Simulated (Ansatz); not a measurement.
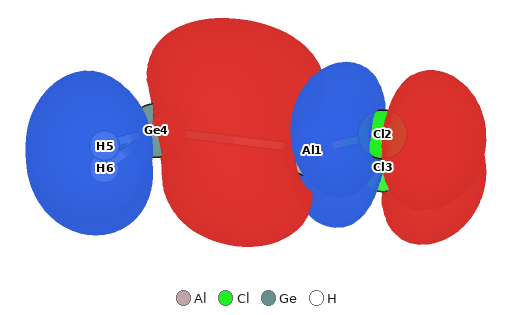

*AlCl2GeH2 (doublet). The HOMO (β) at ±0.06 Å⁻³ᐟ² (red and blue are the two phases), seen from one side.*

Geometry: B3LYP/6-31G*.

Level of theory: isolated molecule in a Gaussian basis; Kohn-Sham density functional theory, functional PBE0 in Ansatz.

```xyz
6

Al   -2.2639   -1.7800   -0.1330
Cl   -0.2992   -2.4685   -0.4779
Cl   -3.8275   -3.1955   -0.1975
Ge   -2.7369    0.5944    0.0571
H    -1.5996    1.5371    0.5235
H    -4.0701    1.0307    0.7142
```

Question: What is the character of this orbital?

Answer: It lies mainly on Ge4 (about 40 %), Al1 (about 20 %), Cl2 (about 15 %), Cl3 (about 15 %), H5 (about 5 %) and H6 (about 5 %). Its energy is −8.61 eV.
